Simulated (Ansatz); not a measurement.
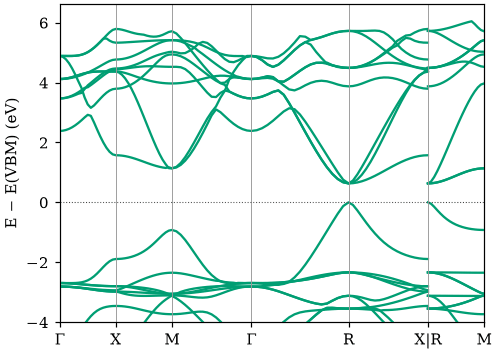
Figure. Band structure from DFT-PBE in the program Ansatz with PAW potentials

**Question.** Read off the gap and where the band edges lie.

**Answer.** About 0.6 eV (0.63 eV by a search for the band edges); maximum at R, minimum at R.

The material is CsSnBr3 (cubic perovskite, Pm-3m).

The PBE relaxation kept the symmetry of its start; of distortions, only those at the zone centre were tested. Spin–orbit coupling is left out wherever it is not named.

Potentials: the later of the program's two PAW sets.
